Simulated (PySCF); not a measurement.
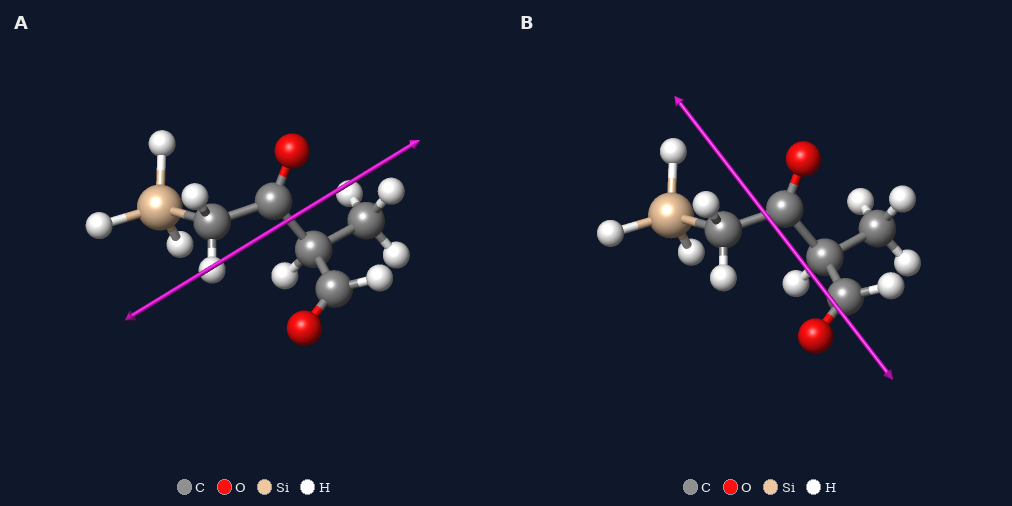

The double arrows show the directions of two transition dipoles from the ground state (lengths mean nothing). Computed geometry: GFN2-xTB optimisation. No frequency run is at hand to confirm it as a minimum. Properties computed with TDDFT CAM-B3LYP/def2-SVPD, vertical, gas phase, core orbitals frozen in the response (PySCF 2.14.0).

One belongs to singlet state 4 and one to singlet state 6. Which is which?

A: state 6, 7.30 eV (170 nm), oscillator strength 0.090, mainly HOMO−2 → LUMO (weight 0.81).
B: state 4, 6.99 eV (177 nm), oscillator strength 0.059, mainly HOMO−1 → LUMO+1 (weight 0.65).

The geometry is semi-empirical. Around Si such bond lengths and angles can be off by a tenth of an ångström or more and by several degrees, and values that hang on the shape move with them.
